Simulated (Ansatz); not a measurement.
# Debugging a many-body input for SrTiO3 (Tausonite)

A first try at the G0W0 gap of SrTiO3 (Tausonite), what the program said, and an input that works.

Main program and level: Ansatz 0.2.0; G0W0 on PBE, plane waves, PAW.

## 1. The starting structure

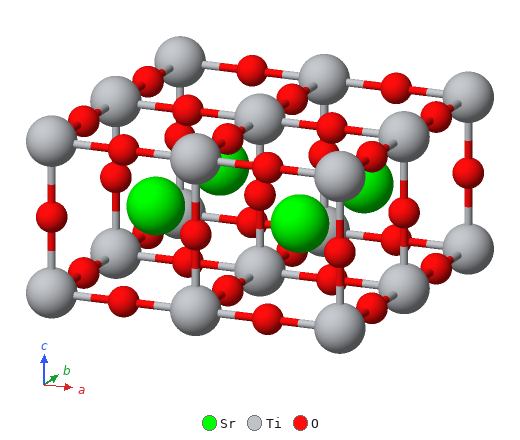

The cell as given, from a free direction (strontium green, titanium light grey, oxygen red). 2×2×1 cells are drawn. Some periodic images of atoms are drawn too.

The cell and positions come from the Crystallography Open Database and are kept as given unless a step says otherwise. The default PAW set here is soft_2. Its files were made with PBE.

## 2. First try

input.yaml

```yaml
crystal:
  lattice:
    - [3.90528, 0.0, 0.0]
    - [0.0, 3.90528, 0.0]
    - [0.0, 0.0, 3.90528]
  atoms:
    - { symbol: Sr, position: [0.5, 0.5, 0.5] }
    - { symbol: Ti, position: [0.0, 0.0, 0.0] }
    - { symbol: O, position: [0.5, 0.0, 0.0] }
    - { symbol: O, position: [0.0, 0.5, 0.0] }
    - { symbol: O, position: [0.0, 0.0, 0.5] }
kpoints:
  mp_grid: { grid: [4, 4, 4] }
hamiltonian:
  xc: pbe
scf:
  occupations: { method: fixed }
gw:
  n_empty_bands: 4
  ecut_chi: 40
  qp_bands: [v2, c2]
  qp_kpoints: band_edges
  screening: { model: contour_deformation }
```

Started as:

```
$ ansatz run input.yaml --threads 3 --pin off --max-ram 92160MiB --backend cuda --events-out ev --progress --plain --runs-dir out --devices 1 --max-vram 13GiB  # rebuilt from the run's record
```

Numbers of over 12 decimals in the logs are rounded to 6 here.

Log:

```text
GPUs: using 1 of 1 available (devices: 1).
Engine: ansatz 0.2.0, x86_64-unknown-linux-gnu
Pseudopotentials: kind: paw
Pseudopotential: Sr, paw, valence charge 10, recommended cutoff 420 eV (normal), Sr.paw.azcp
Pseudopotential: Ti, paw, valence charge 12, recommended cutoff 420 eV (normal), Ti.paw.azcp
Pseudopotential: O, paw, valence charge 6, recommended cutoff 420 eV (normal), O.paw.azcp
Functional definition: PBE
  parameter kappa = 0.804
  parameter beta = 0.066725
  exchange = pbe_x(kappa = kappa, mu = beta*pi^2/3)
  correlation = pbe_c(beta = beta)
device memory: the entry about to start is reckoned to put 0.6 GiB on a device that reports 40.3 GiB free (of which the cap on the GPU budget leaves the run 13.0 GiB)
GPU FFT provider: cuFFT
GPU libraries: cuBLAS 13.8.2, cuFFT 12.4.0, cuSOLVER 12.3.4
Crystal: 5 atoms, lattice volume = 59.560 Å³
Basis set: ecut = 420 eV, 1189 PW (Γ)
Bands: 25, of which v1, the nominal top of the filled ones, is band 20 counted from 1 (19 counted from 0)
Symmetry: 48 space group operations
Space group: Pm-3m (ITA 221), of the structure as read, at distance tolerance 3.9e-5 Å
k-points: 10 of 64
Non-local potential: Sr, projectors of the file, l = 0: 3, l = 1: 2, l = 2: 2
Non-local potential: Ti, projectors of the file, l = 0: 3, l = 1: 2, l = 2: 3, l = 3: 1
Non-local potential: O, projectors of the file, l = 0: 2, l = 1: 2, l = 2: 1
PAW form: soft (Blöchl's): semilocal exchange-correlation on the pseudo side does not see the compensation charge
PAW one-centre angular grid: Sr, 110 points (default); XC on 64 Gauss nodes
PAW one-centre angular grid: Ti, 590 points (default); XC on 64 Gauss nodes
PAW one-centre angular grid: O, 110 points (default); XC on 64 Gauss nodes
Initial density: superposition of atomic densities (neutral atoms: chi_scale 0, normalization atom), corrected by the library's trained network
Initial wavefunctions: pseudopotential atomic-orbital guess
GPU buffer pool allocated for 19683 grid points (all kernels)
GPU transforms: local potential and band sums: pruned to the plane-wave sphere, on 25×27×27
Functional: x = pbe(κ = 0.804, μ = 0.219515), c = pbe(β = 0.066725)
SCF iter   1: F=—  HF=-7754.449331 eV  |F-HF|=—  |Δ(HF+E_count)|=         —  Δρ=1.47e-3  dr2=3.12e-4  ethr=1.77e-3  ⟨swp⟩=4.0  Hψ=1098  notcnv=0  defer=22
preconditioner: auto → Resta (q_TF=auto, 2.553 Å⁻¹)  ε∞=5.6  [insulator: Δε(μ)=1.868 eV  Ē_g=12.246 eV  n_scr=18 (ndim 8)  ℏωp=26.4 eV  f_vac=0.000  ε∞_Penn≈5.6]
SCF iter   2: F=—  HF=-7754.450057 eV  |F-HF|=—  |Δ(HF+E_count)|=   7.26e-4  Δρ=7.36e-4  dr2=7.67e-5  ethr=7.80e-7  ⟨swp⟩=3.1  Hψ=634  notcnv=0  defer=26
SCF iter   3: F=—  HF=-7754.450221 eV  |F-HF|=—  |Δ(HF+E_count)|=   1.65e-4  Δρ=3.95e-4  dr2=7.98e-5  ethr=1.92e-7  ⟨swp⟩=2.0  Hψ=415  notcnv=0  defer=25
SCF iter   4: F=—  HF=-7754.450211 eV  |F-HF|=—  |Δ(HF+E_count)|=   1.02e-5  Δρ=6.75e-5  dr2=9.01e-7  ethr=1.92e-7  ⟨swp⟩=2.1  Hψ=317  notcnv=0  defer=26
SCF iter   5: F=—  HF=-7754.450213 eV  |F-HF|=—  |Δ(HF+E_count)|=   1.70e-6  Δρ=1.74e-5  dr2=1.25e-7  ethr=2.25e-9  ⟨swp⟩=2.4  Hψ=422  notcnv=0  defer=26
SCF iter   6: F=-7754.450213 eV  HF=-7754.450213 eV  |F-HF|=1.75e-9  |Δ(HF+E_count)|=   1.01e-7  Δρ=2.86e-6  dr2=3.93e-9  ethr=2.50e-10  ⟨swp⟩=8.2  Hψ=958  notcnv=0
SCF 1 converged in 6 iterations: F = -7754.450213 eV  dr2 = 3.93e-9
[...]
device memory: the entry about to start is reckoned to put 0.7 GiB on a device that reports 39.1 GiB free (of which the cap on the GPU budget leaves the run 13.0 GiB)
NSCF: frozen V_eff on 10 k-points, pencils in batches of 32, up to order 100
[...]
device memory: the entry about to start is reckoned to put 0.5 GiB on a device that reports 40.0 GiB free (of which the cap on the GPU budget leaves the run 13.0 GiB)
NSCF: frozen V_eff on 10 k-points, pencils in batches of 32, up to order 116
G₀W₀ screening: q 1/10
[... further progress lines ...]
SCF converged after 6 iterations
Free energy (F): -7754.450213 eV
Harris-Foulkes:  -7754.450213 eV  (|F-HF|=1.75e-9)
Internal energy: -7754.450213 eV  (E = F + TS)
E sigma→0 (E₀):  -7754.450213 eV
Fermi energy:    9.995895 eV
--- Per-component energies (eV) ---
  E_band       = -204.956283
  E_kinetic    = 1048.537272
  E_local      = -2384.311882  (includes V_loc(G=0)·N_el)
  E_nonlocal   = 347.997292
  E_hartree    = 834.824572
  E_xc         = -496.669313
  E_vxc        = -572.524138  (∫ρ·V_xc dr)
  E_paw        = -4213.740788  (= ΣΔE_a)
  E_vpaw       = -314.311370  (= ΣTr[D̂ρ^β])
  E_aug_tail   = 0.007575  (compensation charges beyond the density's cutoff)
  E_ewald      = -2891.094941
  E_smearing   = -0.000000  (= −TS)
  E_closure    = 0.000000  (closes the sum)
  Σ components = -7754.450213   (vs F -7754.450213, Δ=0.00e0)
--- Band table (eV; the first three rows and the last of 10) ---
  k-point 0: bands = [... 16 lower, 8.8230, 9.6503, 9.6503, 9.6503, 11.8636, 11.8636, 11.8636, 14.3193, ... 1 higher]
  k-point 1: bands = [... 16 lower, 8.3325, 8.3900, 9.4083, 9.4083, 11.9439, 12.9207, 12.9207, 14.3283, ... 1 higher]
  k-point 2: bands = [... 16 lower, 7.6457, 8.0230, 9.2742, 9.2742, 12.0282, 13.7842, 13.7842, 14.3337, ... 1 higher]
  k-point 9: bands = [... 16 lower, 6.2707, 9.9959, 9.9959, 9.9959, 14.4648, 14.4648, 14.4648, 16.9699, ... 1 higher]
--- G₀W₀: contour deformation, 6 samples at zero and on the imaginary axis and 2 off it, 64 q-points, 4 empty bands' worth ---
  eigenvalues of the whole cell's RPA ε∞ on this k-mesh (on a slab, of 1 + 4πα/V) = 4.8860, 4.8860, 4.8860; static W/v taken at q = 0 is 0.204665
  bands read: the sum over 24 bands ends inside a degenerate multiplet in 3 slots, whose members it reads at an even weight; the widest, k=9: bands 24 to 26 (counted from 1) at 1/3 each
  gw.qp_kpoints: band_edges: 6 of 10 stored k-points solved, in 1 pass; an edge of the gap read off the rows below is read off those points alone
    valence top: of the k-points left out ik 7 came nearest to being solved in a further pass, in band 20 (counted from 1, as in the quasiparticle table): it holds the edge there only if its correction is more favourable than any solved in that band by at least 0.466 eV; those differ by 0.056 eV
    conduction bottom: of the k-points left out ik 3 came nearest to being solved in a further pass, in band 21 (counted from 1, as in the quasiparticle table): it holds the edge there only if its correction is more favourable than any solved in that band by at least 0.709 eV; those differ by 0.324 eV
  `?` marks the rows in doubt; gw_qp.tsv's column doubts and the gw_qp event give each row's grounds
    ik  band        ε_KS         Σx   Σc(E_QP)       V_xc       Z   E_QP_lin       E_QP  E_QP is
     0    19      9.6503   -26.3864     4.5019   -21.5086  0.6874     9.2691     9.2744  root
     0    20      9.6503   -26.3864     4.5019   -21.5086  0.6874     9.2691     9.2744  root
     0    21     11.8636   -12.6230    -5.2820   -20.3002  0.7022    14.3787    14.2588  root ?
     0    22     11.8636   -12.6230    -5.2820   -20.3002  0.7022    14.3787    14.2588  root ?
     1    19      9.4083   -26.1307     4.5120   -21.2539  0.6817     9.0383     9.0435  root
     1    20      9.4083   -26.1307     4.5120   -21.2539  0.6817     9.0383     9.0435  root
     1    21     11.9439   -12.7727    -5.4057   -20.5831  0.6981    14.4752    14.3486  root ?
     1    22     12.9207   -14.2160    -5.5671   -21.8811  0.6771    15.3164    15.0187  root ?
     2    19      9.2742   -26.1174     4.6085   -21.1218  0.6785     8.8809     8.8870  root
     2    20      9.2742   -26.1174     4.6085   -21.1218  0.6785     8.8809     8.8870  root
     2    21     12.0282   -12.9424    -5.5427   -20.8987  0.6937    14.5759    14.4417  root ?
     2    22     13.7842   -14.8756    -6.2602   -23.2137  0.6482    16.1957    15.8622  root ?
     5    19      8.4350   -24.8770     4.9672   -19.4385  0.6366     7.9515     7.9638  root
     5    20      9.9082   -25.8857     4.6485   -20.8234  0.6739     9.4876     9.4945  root
     5    21     13.7927   -14.7864    -6.3804   -23.2565  0.6470    16.2266    15.8824  root ?
     5    22     13.7927   -14.7864    -6.3804   -23.2565  0.6470    16.2266    15.8824  root ?
     8    19      9.3285   -25.2122     4.7232   -20.0669  0.6616     8.8985     8.9064  root
     8    20      9.9512   -25.9795     4.6460   -20.9166  0.6749     9.5275     9.5343  root
     8    21     14.0742   -14.5506    -6.7015   -23.3501  0.6389    16.5317    16.1723  root ?
     8    22     14.0742   -14.5506    -6.7015   -23.3501  0.6389    16.5317    16.1723  root ?
     9    19      9.9959   -26.0786     4.6447   -21.0126  0.6759     9.5678     9.5747  root
     9    20      9.9959   -26.0786     4.6447   -21.0126  0.6759     9.5678     9.5747  root
     9    21     14.4648   -14.5075    -7.1960   -23.8017  0.6217    16.9314    16.5630  root ?
     9    22     14.4648   -14.5075    -7.1960   -23.8017  0.6217    16.9314    16.5630  root ?
```

Wall time 17 s (1 × NVIDIA H100 80GB HBM3 (shared by 6 runs) with 3 threads of AMD EPYC 7R13 (Zen 3), shared host); peak memory 1 GiB; 6.2 s of CPU time.

In the SCF lines HF is the Harris–Foulkes energy and dr2 the Hartree energy of the density residual, in eV; the loop may stop once dr2 is under the threshold and the program's other checks hold. Hψ counts applications of the Hamiltonian.

**Diagnosis.**

The run ended normally, though the input holds a fault or crude settings.

The fault: four empty bands in G0W0. The sums over empty states are cut off almost at the gap, so screening and correlation are far from complete.

It printed a gap of 4.68 eV, which is an artefact of the settings.

## 3. A better input

Now the one-shot GW correction: screening in the RPA, then the self-energy of the levels asked for.

input.yaml, as its differences from that of step 2:

```diff
@@ -18,4 +18,4 @@
 gw:
-  n_empty_bands: 4
-  ecut_chi: 40
+  n_empty_bands: 177
+  ecut_chi: 120
   qp_bands: [v2, c2]
```

Log:

```text
GPUs: using 1 of 1 available (devices: 1).
[...]
GPU FFT provider: cuFFT
GPU libraries: cuBLAS 13.8.2, cuFFT 12.4.0, cuSOLVER 12.3.4
Crystal: 5 atoms, lattice volume = 59.560 Å³
Basis set: ecut = 420 eV, 1189 PW (Γ)
Bands: 25, of which v1, the nominal top of the filled ones, is band 20 counted from 1 (19 counted from 0)
[... 1 set-up line as in the run before ...]
[...]
k-points: 10 of 64
[...]
GPU buffer pool allocated for 19683 grid points (all kernels)
[...]
SCF iter   1: F=—  HF=-7754.449331 eV  |F-HF|=—  |Δ(HF+E_count)|=         —  Δρ=1.47e-3  dr2=3.12e-4  ethr=1.77e-3  ⟨swp⟩=4.0  Hψ=1098  notcnv=0  defer=22
[...]
SCF iter   6: F=-7754.450213 eV  HF=-7754.450213 eV  |F-HF|=1.75e-9  |Δ(HF+E_count)|=   1.01e-7  Δρ=2.86e-6  dr2=3.93e-9  ethr=2.50e-10  ⟨swp⟩=8.2  Hψ=958  notcnv=0
SCF 1 converged in 6 iterations: F = -7754.450213 eV  dr2 = 3.93e-9
[...]
0    19      9.6503   -26.3864     4.5859   -21.5086  0.7270     9.3568     9.3585  root
     0    20      9.6503   -26.3864     4.5859   -21.5086  0.7270     9.3568     9.3585  root
     0    21     11.8636   -12.6230    -6.4534   -20.3002  0.7382    13.1206    13.0873  root
     0    22     11.8636   -12.6230    -6.4534   -20.3002  0.7382    13.1206    13.0873  root
     1    19      9.4083   -26.1307     4.5693   -21.2539  0.7250     9.0989     9.1008  root
     1    20      9.4083   -26.1307     4.5693   -21.2539  0.7250     9.0989     9.1008  root
     1    21     11.9439   -12.7727    -6.5650   -20.5831  0.7351    13.2248    13.1893  root
     1    22     12.9207   -14.2160    -6.4194   -21.8811  0.7153    14.2080    14.1663  root
[...]
9    19      9.9959   -26.0786     4.7737   -21.0126  0.7186     9.7019     9.7037  root
     9    20      9.9959   -26.0786     4.7737   -21.0126  0.7186     9.7019     9.7037  root
     9    21     14.4648   -14.5075    -7.9798   -23.8017  0.6694    15.8531    15.7791  root
     9    22     14.4648   -14.5075    -7.9798   -23.8017  0.6694    15.8531    15.7791  root
[key lines of the parts left out:]
SCF converged after 6 iterations
Free energy (F): -7754.450213 eV
Fermi energy:    9.995895 eV
```

Elapsed: 11 s, on 1 × NVIDIA H100 80GB HBM3 (shared by 6 runs) with 3 threads; peak memory 1.1 GiB.

Numbers from this step:

```yaml
bands_summed: 197
rpa_eps_infinity_on_this_mesh_eigenvalues: 6.546, 6.546, 6.546
plane_waves_in_the_screening_matrix: 179
q_points_in_the_mesh: 64
g0w0_gap_on_the_mesh: 3.384 eV
k_of_the_valence_top: -0.5, -0.5, -0.5
k_of_the_conduction_bottom: 0, 0, 0
starting_gap_on_the_mesh: 1.868 eV
z_at_the_valence_top: 0.7186
z_at_the_conduction_bottom: 0.7382
least_direct_g0w0_gap_on_the_computed_points: 3.729 eV
```

The gap on the mesh goes from 1.87 eV to 3.38 eV, a correction of +1.52 eV. Between the two edge states, bare exchange in place of the xc potential would open the gap by 12.74 eV, and correlation takes back 11.23 eV.

## 4. Summary of results

```
first try  : converged after 17 s
better run : G0W0 gap on the mesh 3.38 eV (4×4×4 mesh, 177 empty bands, screening to 120 eV)
```

**Reading.** The second run differs in: empty bands and screening cutoff (eV). Bands and cutoff are finite, so the gap is not at the basis limit. The miss can reach some tenths of an eV and take either sign; the mesh is an error of its own. The 4×4×4 mesh is coarse for this cell (its supercell is 16 Å along the shortest edge). The RPA ε∞ on it, from the PBE start, is 6.55; such meshes misread the long-range screening, most where the gap is narrow. This is the ideal cubic cell; many perovskites, halides above all, are cubic only on average, and local tilts or off-centring can widen the gap. The many-body steps are scalar-relativistic: spin-orbit coupling is not in them.

[Paths, hosts, dates, memory and timing lines, banners, echoed tables and standing remarks are left out of the program output.]

[Logs are printed without paths, hosts, clocks, repeated set-up lines and the standing remarks that a program may print on its own settings, such as how far it seeks lower states.]

[Runs of the session that timed out or met a known fault of the program may be left out.]

[Cells called generated may have been cut or substituted from an entry of the Crystallography Open Database or the Materials Project.]

[Hosts, paths, dates, database ids (printed as entryN), source tags and the programs' standing remarks are cut or masked in the printed files.]
